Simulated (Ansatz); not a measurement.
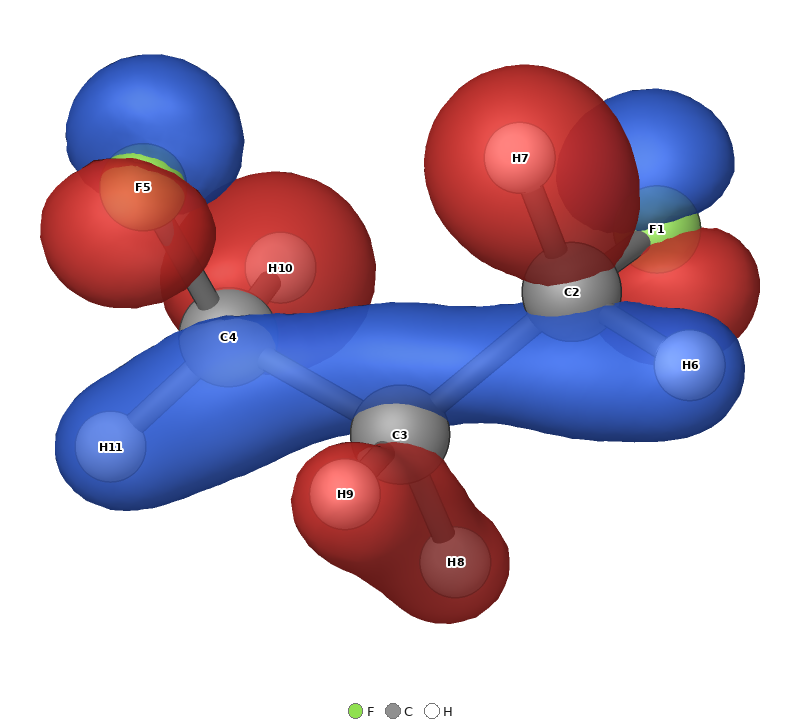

Figure. C$_{3}$H$_{6}$F$_{2}$ (SMILES FCCCF). The HOMO at ±0.15 Å⁻³ᐟ² (red and blue are the two phases), seen at a tilt.

Geometry: PBE0-D4/def2-TZVP.

All numbers below come from RKS PBE0-D4/def2-TZVPP (Ansatz 0.2.0).

```xyz
11

F    -0.6773    0.7608   -1.7244
C     0.2661    0.9998   -0.7368
C     0.5761   -0.2815   -0.0038
C    -0.6099   -0.8377    0.7441
F    -0.9905    0.0432    1.7449
H     1.1593    1.4023   -1.2223
H    -0.1460    1.7530   -0.0601
H     0.9254   -1.0338   -0.7187
H     1.3944   -0.0954    0.6994
H    -1.4673   -0.9755    0.0800
H    -0.3649   -1.7920    1.2182
```

> What is the character of this orbital?

By Hirshfeld shares it lies mainly on F1 (about 20 %), F5 (about 20 %), C4 (about 15 %), C2 (about 15 %), C3 (about 10 %), H7 (about 10 %) and H10 (about 10 %). Its energy is −9.35 eV.
